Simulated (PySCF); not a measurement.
SMILES CSCC=C at its GFN2-xTB optimised geometry (Å):

```
13

C      1.1963    -0.6012     0.0000
C     -0.1252    -0.6012     0.0000
C     -0.9536     0.6303     0.0000
S     -1.7951     0.8319     1.6202
C     -0.3439     1.1609     2.6553
H      1.7664    -1.5139     0.0266
H      1.7634     0.3150    -0.0463
H     -0.6795    -1.5281     0.0571
H     -0.3618     1.5281    -0.1792
H     -1.7664     0.5688    -0.7228
H      0.3687     0.3479     2.5440
H      0.1039     2.1071     2.3626
H     -0.6943     1.2164     3.6804
```

Calculation: CAM-B3LYP/def2-TZVP run with PySCF.

Map of the electrostatic potential (hartree/e), clipped to [-0.08, 0.12] on the plane z = 0.8 Å:

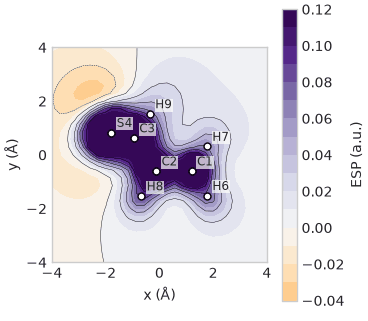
*Electrostatic potential (hartree/e), clipped to [-0.08, 0.12] on the plane z = 0.8 Å.*
